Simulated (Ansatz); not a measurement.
# TaSbIr: a short molecular-dynamics run

A trajectory of TaSbIr, a randomly packed cell with 12 atoms that was not relaxed first: 30 steps of 1.5 fs under a Langevin thermostat at 1200 K.

Program: Ansatz 0.2.0. Level of theory: DFT PBE, plane waves, PAW, scalar-relativistic, no spin polarisation. These are calculated values, not measurements.

## 1. The structure to begin with

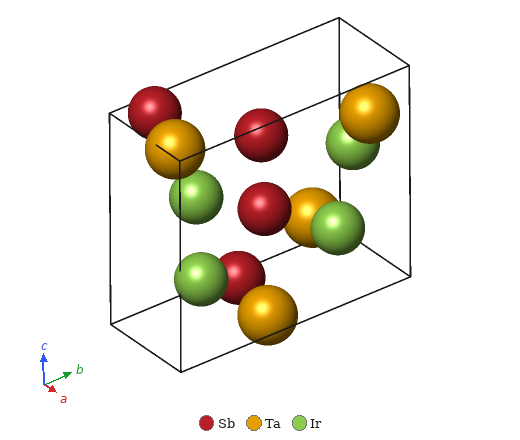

The starting structure, seen slightly off an axis (antimony red, tantalum amber, iridium green). Each atom of the cell is drawn once.

Structure file:

```cif
data_structure
_symmetry_space_group_name_H-M 'P 1'
_symmetry_Int_Tables_number 1
_cell_length_a 5.9402
_cell_length_b 7.2874
_cell_length_c 6.1572
_cell_angle_alpha 72.523
_cell_angle_beta 90.931
_cell_angle_gamma 90.801
_cell_volume 254.19
loop_
_atom_site_label
_atom_site_type_symbol
_atom_site_fract_x
_atom_site_fract_y
_atom_site_fract_z
_atom_site_occupancy
Sb1 Sb 0.21083 0.56871 0.66139 1
Sb2 Sb 0.86267 0.38306 0.54441 1
Sb3 Sb 0.35313 0.42301 0.08507 1
Sb4 Sb 0.11577 0.13562 0.94084 1
Ta1 Ta 0.28065 0.76904 0.19704 1
Ta2 Ta 0.82097 0.40665 0.02144 1
Ta3 Ta 0.58248 0.08088 0.90021 1
Ta4 Ta 0.93674 0.81968 0.81571 1
Ir1 Ir 0.95775 0.07687 0.37157 1
Ir2 Ir 0.29040 0.26030 0.52602 1
Ir3 Ir 0.75690 0.73352 0.27148 1
Ir4 Ir 0.51153 0.87553 0.55432 1
```

## 2. Molecular dynamics

The input, input.yaml:

```yaml
crystal:
  lattice:
    - [5.740941, 1.161605, 0.989302]
    - [-1.686291, 7.029682, 0.920064]
    - [-1.297867, 0.825296, 5.961957]
  atoms:
    - { symbol: Sb, position: [0.210835, 0.568712, 0.661393] }
    - { symbol: Sb, position: [0.862672, 0.383056, 0.544409] }
    - { symbol: Sb, position: [0.353125, 0.423006, 0.085071] }
    - { symbol: Sb, position: [0.115766, 0.135624, 0.94084] }
    - { symbol: Ta, position: [0.280652, 0.769036, 0.197043] }
    - { symbol: Ta, position: [0.820967, 0.406647, 0.021437] }
    - { symbol: Ta, position: [0.582477, 0.080884, 0.900213] }
    - { symbol: Ta, position: [0.936742, 0.819679, 0.815713] }
    - { symbol: Ir, position: [0.957754, 0.076872, 0.371574] }
    - { symbol: Ir, position: [0.290397, 0.260302, 0.526019] }
    - { symbol: Ir, position: [0.756897, 0.733519, 0.271476] }
    - { symbol: Ir, position: [0.511532, 0.875533, 0.554316] }
kpoints:
  mp_grid: { grid: [3, 2, 3] }
magnetization:
  spin_polarized: false
scf:
  occupations: { method: fermi_dirac, width: 0.1 }
hamiltonian:
  pseudopotentials: { kind: paw }
  xc: pbe
basis:
  ecutwfc: 420
md:
  timestep: 1.5
  n_steps: 30
  ensemble: nvt_langevin
  temperature: 1200.0
  initial_velocities: maxwell_boltzmann
  seed: 501850
```

The run is started by

```sh
> ansatz run input.yaml --threads 2 --pin off --max-ram 2560MiB --backend cpu --events-out ev --progress --plain --runs-dir out
```

Output (excerpt; [...] marks lines left out):

```text
Warning: md: disabling space-group detection — thermal motion breaks the input geometry's symmetry, so no spatial operation reduces the k-mesh or symmetrises the density; time reversal is kept, so that k and −k are solved as one point where they differ and the mesh holds both, and exact [...]
Warning: RAYON_NUM_THREADS=2 ignored (pool sized by the plan → 2); use --threads N
[...]
Pseudopotentials: kind: paw
Pseudopotential: Sb, paw, valence charge 15, recommended cutoff 420 eV (normal), Sb.paw.azcp
Pseudopotential: Ta, paw, valence charge 13, recommended cutoff 420 eV (normal), Ta.paw.azcp
Pseudopotential: Ir, paw, valence charge 17, recommended cutoff 420 eV (normal), Ir.paw.azcp
Functional definition: PBE
[...]
Crystal: 12 atoms, lattice volume = 254.188 Å³
Basis set: ecut = 420 eV, 4979 PW (Γ), exchange–correlation on 80×100×90 points (8 copies of the dense FFT grid, shifted against one another)
Bands: 108, of which v1, the nominal top of the filled ones, is band 90 counted from 1 (89 counted from 0)
Symmetry: 1 space group operations
k-points: 10 of 18 (time reversal used)
[...]
SCF iter   1: F=—  HF=-113400.475210 eV  |F-HF|=—  |Δ(HF+E_count)|=         —  Δρ=6.97e-3  dr2=1.20e-1  ethr=1.77e-3  ⟨swp⟩=6.0  Hψ=3889  notcnv=0
[...]
md step     0: t =     0.00 fs  T =  1100.0 K  F+E_penalty+E_count = -113400.46973264 eV  E_kin = 1.706232 eV  (8 SCF iters)
[...]
md step     7: t =    10.50 fs  T =  1083.9 K  F+E_penalty+E_count = -113400.82531309 eV  E_kin = 1.681189 eV  (4 SCF iters)
[...]
md step    14: t =    21.00 fs  T =  1266.4 K  F+E_penalty+E_count = -113401.31397056 eV  E_kin = 1.964301 eV  (4 SCF iters)
[...]
md step    21: t =    31.50 fs  T =  1728.8 K  F+E_penalty+E_count = -113401.65720635 eV  E_kin = 2.681635 eV  (5 SCF iters)
[...]
md step    28: t =    42.00 fs  T =  1894.7 K  F+E_penalty+E_count = -113401.84682962 eV  E_kin = 2.938898 eV  (5 SCF iters)
md step    29: t =    43.50 fs  T =  1978.7 K  F+E_penalty+E_count = -113401.86161162 eV  E_kin = 3.069135 eV  (5 SCF iters)
[...]
md step    30: t =    45.00 fs  T =  2035.7 K  F+E_penalty+E_count = -113401.87216141 eV  E_kin = 3.157641 eV  (7 SCF iters)
SCF converged after 7 iterations
Free energy (F): -113401.872161 eV
[...]
E sigma→0 (E₀):  -113401.678696 eV
Entropy (-TS):   -0.386931 eV (-32.244 meV/atom)
Fermi energy:    15.689819 eV
[...]
--- Forces (eV/Å), atoms counted from 1 ---
  atom   1  Sb    -0.73155288    -0.03285073     0.51287950
  atom   2  Sb    -1.32883996    -0.16321003     1.40882423
  atom   3  Sb     0.72183525     0.91134062    -0.26063941
  atom   4  Sb    -1.36121721     2.43749430     1.30952967
  atom   5  Ta     1.14931671     0.09495705    -0.02628937
  atom   6  Ta     1.32550376    -0.06765045    -0.88941112
  atom   7  Ta     0.66947169     0.18190157     0.04111758
  atom   8  Ta    -1.01968528    -3.10984892    -1.99971924
[...]
--- MD trajectory: 30 steps, t = 0.0 → 45.0 fs ---
  final state: T = 2035.7 K   F+E_penalty+E_count = -113401.87216141 eV   E_kin = 3.157641 eV
```

It took 9.3 min on 2 threads of Arm Neoverse N1, shared host; peak memory 0.93 GiB.

## 3. Frames and traces

One step in 3; energies are changes from step 0; msd is the mean square displacement from the start, the centre of mass held:

| time (fs) | T (K) | potential energy change (meV/atom) | msd Sb (Å²) | msd Ta (Å²) | msd Ir (Å²) |
| --- | --- | --- | --- | --- | --- |
| 0.0 | 1100 | 0.0 | 0.000 | 0.000 | 0.000 |
| 4.5 | 1063 | -10.2 | 0.001 | 0.000 | 0.000 |
| 9.0 | 1028 | -23.9 | 0.003 | 0.001 | 0.001 |
| 13.5 | 1237 | -41.7 | 0.007 | 0.002 | 0.001 |
| 18.0 | 1298 | -59.9 | 0.012 | 0.003 | 0.002 |
| 22.5 | 1199 | -74.9 | 0.020 | 0.004 | 0.003 |
| 27.0 | 1382 | -87.7 | 0.029 | 0.006 | 0.004 |
| 31.5 | 1729 | -99.0 | 0.042 | 0.008 | 0.005 |
| 36.0 | 1803 | -107.5 | 0.058 | 0.011 | 0.007 |
| 40.5 | 1906 | -113.5 | 0.077 | 0.014 | 0.009 |
| 45.0 | 2036 | -116.9 | 0.098 | 0.017 | 0.011 |

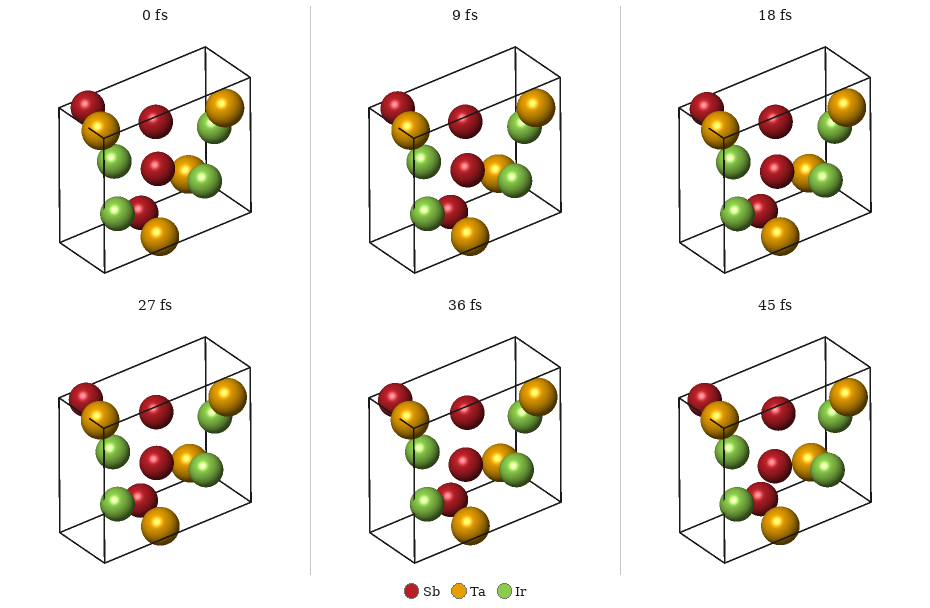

The system at six times, viewed slightly off an axis. Each atom of the cell is drawn once. Atoms are followed across the cell's faces.

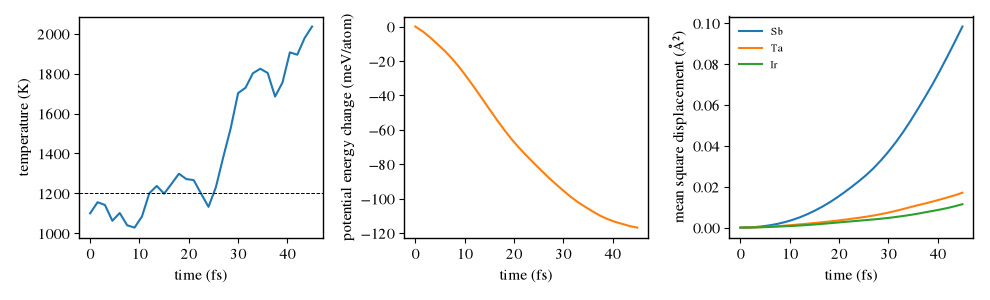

Time series of the run, each on its own scale. The dashed line is the set temperature.

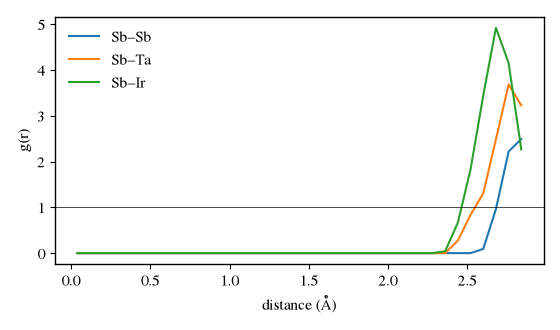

Pair distribution functions over the second half of the run, in bins of 0.08 Å, lightly smoothed, out to 2.9 Å.

## 4. Snapshots as a file

Positions (Å) and forces (eV/Å):

```xyz
12
Lattice="5.741 1.162 0.989 -1.686 7.030 0.920 -1.298 0.825 5.962" Properties=species:S:1:pos:R:3:forces:R:3 pbc="T T T" time_fs=6.0 T=1102 dE=-0.1710
Sb   -0.588    4.770    4.692    1.248    3.142   -0.938
Sb    3.599    4.132    4.411   -2.938   -1.523   -2.382
Sb    1.207    3.446    1.276    1.344    0.590    2.831
Sb   -0.763    1.856    5.836   -0.439   -2.374    1.218
Ta    0.054    5.895    2.185    0.709    1.090    0.262
Ta    3.997    3.836    1.312    0.589    0.131    0.334
Ta    2.041    1.982    6.030    0.952   -0.585   -0.100
Ta    2.938    7.556    6.540   -1.592   -0.348   -0.693
Ir    4.882    1.959    3.231   -1.194   -1.429   -0.621
Ir    0.535    2.584    3.641    1.181   -0.518    1.034
Ir    2.737    6.267    3.043    0.214    0.929   -1.277
Ir    0.740    7.215    4.622   -0.074    0.896    0.333
12
Lattice="5.741 1.162 0.989 -1.686 7.030 0.920 -1.298 0.825 5.962" Properties=species:S:1:pos:R:3:forces:R:3 pbc="T T T" time_fs=12.0 T=1201 dE=-0.4265
Sb   -0.572    4.764    4.704    0.910    2.824   -0.844
Sb    3.586    4.117    4.362   -2.644   -1.254   -1.858
Sb    1.214    3.441    1.310    1.309    0.662    2.365
Sb   -0.743    1.838    5.826   -0.773   -1.821    1.299
Ta    0.046    5.907    2.202    0.737    0.980    0.246
Ta    3.998    3.845    1.313    0.723    0.076    0.154
Ta    2.040    1.975    6.044    1.092   -0.501   -0.049
Ta    2.937    7.585    6.544   -1.504   -0.731   -0.846
Ir    4.884    1.958    3.227   -1.188   -1.545   -0.773
Ir    0.527    2.572    3.632    1.192   -0.485    1.257
Ir    2.724    6.282    3.048    0.242    0.944   -1.293
Ir    0.734    7.226    4.624   -0.096    0.850    0.343
12
Lattice="5.741 1.162 0.989 -1.686 7.030 0.920 -1.298 0.825 5.962" Properties=species:S:1:pos:R:3:forces:R:3 pbc="T T T" time_fs=16.5 T=1248 dE=-0.6484
Sb   -0.560    4.769    4.706    0.660    2.472   -0.695
Sb    3.569    4.104    4.323   -2.397   -1.032   -1.442
Sb    1.224    3.437    1.337    1.225    0.685    1.902
Sb   -0.733    1.815    5.815   -0.970   -1.200    1.392
Ta    0.046    5.920    2.208    0.776    0.864    0.254
Ta    3.998    3.850    1.315    0.839    0.039    0.035
Ta    2.043    1.971    6.053    1.140   -0.430   -0.018
Ta    2.933    7.606    6.545   -1.449   -1.105   -1.012
Ir    4.885    1.961    3.226   -1.171   -1.633   -0.899
Ir    0.519    2.561    3.627    1.187   -0.431    1.422
Ir    2.714    6.296    3.054    0.272    0.950   -1.294
Ir    0.726    7.233    4.623   -0.113    0.821    0.355
12
Lattice="5.741 1.162 0.989 -1.686 7.030 0.920 -1.298 0.825 5.962" Properties=species:S:1:pos:R:3:forces:R:3 pbc="T T T" time_fs=22.5 T=1199 dE=-0.8989
Sb   -0.542    4.783    4.706    0.358    1.982   -0.590
Sb    3.539    4.092    4.265   -2.045   -0.819   -0.843
Sb    1.235    3.438    1.365    1.131    0.676    1.443
Sb   -0.723    1.781    5.801   -1.144   -0.254    1.491
Ta    0.051    5.938    2.207    0.821    0.671    0.322
Ta    3.999    3.852    1.322    0.954   -0.012   -0.117
Ta    2.053    1.963    6.064    1.114   -0.304   -0.002
Ta    2.927    7.631    6.549   -1.382   -1.685   -1.278
Ir    4.880    1.961    3.220   -1.125   -1.686   -1.026
Ir    0.508    2.549    3.624    1.135   -0.368    1.535
Ir    2.704    6.317    3.060    0.318    0.989   -1.303
Ir    0.717    7.238    4.622   -0.135    0.810    0.369
12
Lattice="5.741 1.162 0.989 -1.686 7.030 0.920 -1.298 0.825 5.962" Properties=species:S:1:pos:R:3:forces:R:3 pbc="T T T" time_fs=28.5 T=1526 dE=-1.0993
Sb   -0.522    4.805    4.698    0.071    1.483   -0.429
Sb    3.504    4.071    4.204   -1.755   -0.633   -0.252
Sb    1.243    3.441    1.387    1.017    0.700    1.077
Sb   -0.713    1.754    5.795   -1.294    0.606    1.508
Ta    0.053    5.961    2.210    0.903    0.444    0.353
Ta    3.998    3.854    1.331    1.043   -0.052   -0.274
Ta    2.067    1.955    6.072    1.047   -0.175    0.015
Ta    2.920    7.651    6.550   -1.307   -2.171   -1.501
Ir    4.872    1.959    3.210   -1.053   -1.733   -1.112
Ir    0.493    2.538    3.623    1.101   -0.320    1.551
Ir    2.698    6.332    3.061    0.358    1.032   -1.300
Ir    0.709    7.243    4.620   -0.131    0.819    0.365
12
Lattice="5.741 1.162 0.989 -1.686 7.030 0.920 -1.298 0.825 5.962" Properties=species:S:1:pos:R:3:forces:R:3 pbc="T T T" time_fs=33.0 T=1802 dE=-1.2256
Sb   -0.504    4.824    4.688   -0.147    1.077   -0.276
Sb    3.472    4.052    4.153   -1.558   -0.511    0.208
Sb    1.253    3.446    1.406    0.899    0.733    0.780
Sb   -0.705    1.737    5.793   -1.380    1.259    1.491
Ta    0.055    5.984    2.213    0.970    0.255    0.374
Ta    3.997    3.856    1.338    1.139   -0.074   -0.408
Ta    2.080    1.950    6.080    0.971   -0.067    0.021
Ta    2.914    7.665    6.551   -1.247   -2.522   -1.669
Ir    4.864    1.953    3.202   -0.975   -1.755   -1.162
Ir    0.483    2.528    3.620    1.041   -0.298    1.574
Ir    2.695    6.345    3.056    0.382    1.066   -1.274
Ir    0.698    7.248    4.618   -0.095    0.838    0.340
12
Lattice="5.741 1.162 0.989 -1.686 7.030 0.920 -1.298 0.825 5.962" Properties=species:S:1:pos:R:3:forces:R:3 pbc="T T T" time_fs=39.0 T=1755 dE=-1.3431
Sb   -0.479    4.854    4.673   -0.429    0.514    0.030
Sb    3.431    4.021    4.083   -1.405   -0.323    0.814
Sb    1.265    3.450    1.435    0.801    0.797    0.300
Sb   -0.702    1.714    5.796   -1.386    2.008    1.440
Ta    0.064    6.006    2.227    1.054    0.108    0.274
Ta    4.000    3.859    1.347    1.224   -0.081   -0.636
Ta    2.096    1.945    6.092    0.839    0.062    0.030
Ta    2.908    7.680    6.548   -1.165   -2.917   -1.886
Ir    4.851    1.944    3.194   -0.840   -1.779   -1.191
Ir    0.475    2.516    3.618    0.918   -0.335    1.715
Ir    2.691    6.368    3.052    0.413    1.052   -1.226
Ir    0.683    7.256    4.624   -0.022    0.895    0.334
12
Lattice="5.741 1.162 0.989 -1.686 7.030 0.920 -1.298 0.825 5.962" Properties=species:S:1:pos:R:3:forces:R:3 pbc="T T T" time_fs=45.0 T=2036 dE=-1.4024
Sb   -0.456    4.881    4.650   -0.732   -0.033    0.513
Sb    3.387    3.995    4.015   -1.329   -0.163    1.409
Sb    1.275    3.454    1.469    0.722    0.911   -0.261
Sb   -0.694    1.699    5.809   -1.361    2.437    1.310
Ta    0.072    6.021    2.251    1.149    0.095   -0.026
Ta    4.002    3.856    1.352    1.326   -0.068   -0.889
Ta    2.118    1.940    6.099    0.669    0.182    0.041
Ta    2.898    7.693    6.537   -1.020   -3.110   -2.000
Ir    4.831    1.937    3.183   -0.693   -1.767   -1.191
Ir    0.463    2.509    3.613    0.771   -0.469    1.929
Ir    2.690    6.396    3.043    0.415    1.009   -1.174
Ir    0.669    7.264    4.637    0.082    0.975    0.340
```

## 5. Summary of results

| quantity | value |
| --- | --- |
| length | 30 steps of 1.5 fs |
| temperature, first and last step | 1100 and 2036 K |
| temperature, second half | mean 1662 K, from 1132 to 2036 K |
| potential energy, second half | -101 meV/atom from the start |
| mean square displacement, second half | Sb 0.053, Ta 0.010, Ir 0.006 Å² |

**Reading.** Against a set 1200 K the second half averages 1662 K, going from 1199 to 2036 K over that half; the potential energy of that half lies 101 meV/atom under the start, so the atoms have moved to lower-lying arrangements, and the energy set free heats the cell. Over the second half Sb atoms stand 0.2 Å (root mean square) from where they began, and the farthest move is 0.5 Å. A run of 45 fs with 12 atoms shows the motion but fixes no equilibrium value. The k-mesh is coarse.
